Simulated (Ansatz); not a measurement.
## Electronic structure of SiF$_{4}$ in real space

The calculation's input:

```
crystal:
  periodic: [false, false, false]
  atoms:
    - { symbol: Si, position_ang: [0.0, 0.0, 0.0] }
    - { symbol: F, position_ang: [0.90643992, 0.90643992, 0.90643992] }
    - { symbol: F, position_ang: [0.90643992, -0.90643992, -0.90643992] }
    - { symbol: F, position_ang: [-0.90643992, 0.90643992, -0.90643992] }
    - { symbol: F, position_ang: [-0.90643992, -0.90643992, 0.90643992] }
basis:
  gaussian: { orbitals: def2-TZVP }
hamiltonian:
  xc: pbe0
relax:
  f_tol: 0.004
  max_steps: 200
output:
  orbitals: {}
```

Command:

```sh
ansatz run input.yaml --threads 4 --pin off --max-ram 8192MiB --backend cpu --events-out ev --progress --plain --runs-dir out
```

The fields are those of the relaxed geometry.

Method: Ansatz 0.2.0, DFT PBE0, Gaussian basis def2-TZVP.

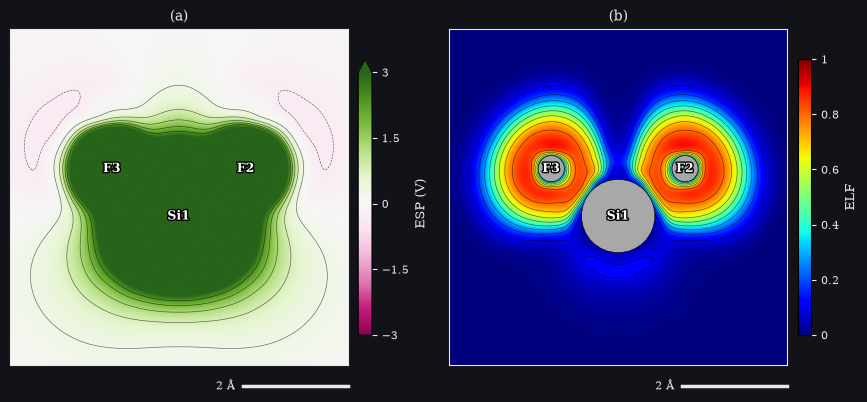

Figure 1. (a) electrostatic potential; (b) ELF on the plane of atoms F2, Si1 and F3. Grey discs cover the atomic cores in the ELF map.

> Read the bonding off the picture.

The section cuts through Si and F sites. Si–F (1.56 Å): the ELF peaks at about 0.85 in the valence shell of F, 0.6 Å from its nucleus, and is about 0.55 at the midpoint. The ELF also peaks beside F3 and F2, away from the bonds: lone-pair regions. Outside the dense part of the molecule the potential is most negative (−0.3 V) near F2, F3, F4 and F5.

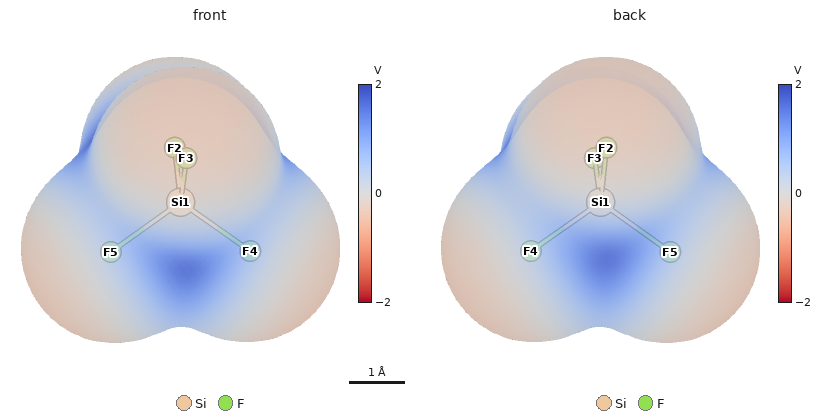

Figure 2. The molecular electrostatic potential painted on the density surface at 0.001 e/bohr³, seen from the front and from behind; red is negative and blue positive.

> Describe the electrostatic potential map.

The most negative region (about −0.3 V) lies over F2, F3, F4 and F5, the most positive (about +1.6 V) over Si1.

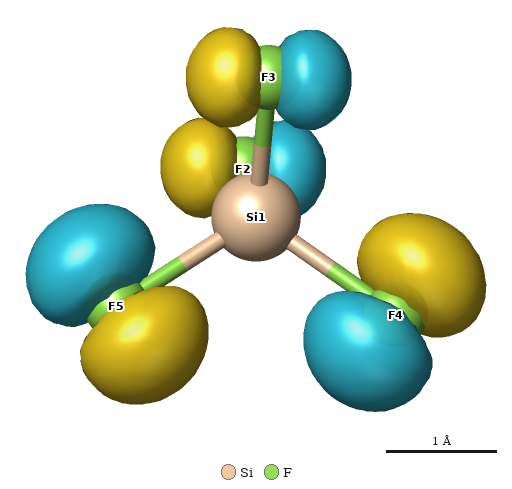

Figure 3. The HOMO at ±0.2 Å⁻³ᐟ² (yellow and cyan are the two phases), seen at a tilt.

> What is the character of this orbital?

By Hirshfeld shares it lies mainly on F4 (about 35 %), F5 (about 35 %), F3 (about 10 %) and F2 (about 10 %); largely a combination of lone pairs on F4, F5, F3 and F2. It is one of a degenerate set, so its orientation is arbitrary. Its energy is −12.77 eV.
